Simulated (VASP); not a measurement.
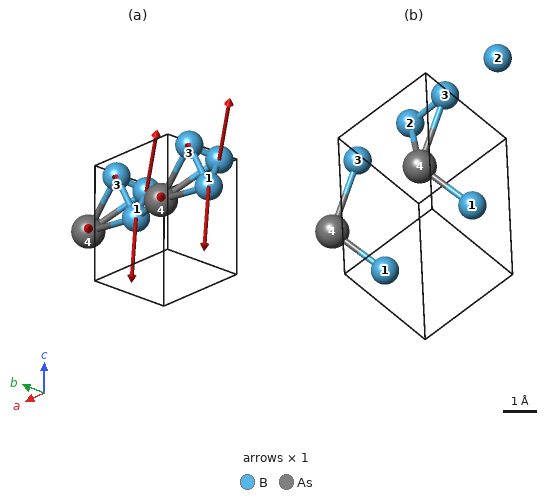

The structure of solid B$_{3}$As (a generated structure, set up in P1) before (left) and after (right) a relaxation, at one scale. The red arrows give the displacements (the part carried along by the change of the cell is left out), at their true length.

The picture is a ball-and-stick view of the cell of the calculation, seen from a free direction.

The run lets cell and atoms move.

The calculation used Kohn-Sham DFT of a periodic cell, PBE, VASP PAW PBE potentials, recommended (VASP 6.6.1).

Input file:
```
SYSTEM = B3As
ALGO     = Normal         ! electronic algorithm
EDIFF    = 1E-6           ! SCF threshold, eV
EDIFFG   = -0.04          ! ionic threshold
ENCUT    = 600            ! plane-wave cutoff, eV
GGA      = PE             ! functional
IBRION   = 2              ! ionic algorithm
ISIF     = 3              ! what is computed and relaxed
ISMEAR   = 0              ! smearing method
LASPH    = .TRUE.         ! aspherical terms in the spheres
LCHARG   = .FALSE.        ! write CHGCAR
LREAL    = .FALSE.        ! projectors in reciprocal space
LWAVE    = .FALSE.        ! write WAVECAR
NELM     = 100            ! most SCF steps
NSW      = 90             ! ionic steps
PREC     = Accurate       ! precision mode
SIGMA    = 0.1            ! smearing width, eV
```

Run as
```bash
cat potpaw_PBE.64/B/POTCAR potpaw_PBE.64/As/POTCAR > POTCAR
mpirun -np 1 vasp_std > vasp.out
```

Summarise the run.

Answer. Over 50 geometry steps the energy falls by 11.959 eV per cell of the calculation. Largest force component: 45 eV/Å at the start, 0.034 eV/Å at the end. The pressure goes from 67.29 to −0.19 GPa. B2 moves most relative to the cell: 2.39 Å along [−2 1 1]. By element the largest moves are B 2.39 Å, As 0.69 Å. The volume changes by +24.5 %, with a 4.228 → 4.714 Å (+11.5 %), b 3.220 → 3.931 Å (+22.1 %), c 3.701 → 4.210 Å (+13.7 %), α 87.7° → 57.2°, β 90.2° → 113.2°, γ 106.2° → 105.0°. Some distances before and after: B1–B2 1.474 → 4.773 Å, B1–As4 1.742 → 4.377 Å, B2–B3 4.183 → 1.614 Å, B3–As4 4.657 → 2.170 Å. New bonds form, among them: B1–B2 (another periodic image) (2.76 → 1.61 Å), B1–B3 (another periodic image) (2.36 → 1.61 Å), B2–B3 (another periodic image) (4.18 → 1.61 Å). Bonds break, among them: B1–As4 (1.74 → 4.38 Å), B1–B2 (1.47 → 4.77 Å), B1–B3 (1.69 → 3.73 Å), B2–B3 (1.07 → 3.16 Å). The space group stays P1 (No. 1). The volume changes by over a tenth within one run on a fixed set of plane waves, so the end point should be relaxed again from the new cell.
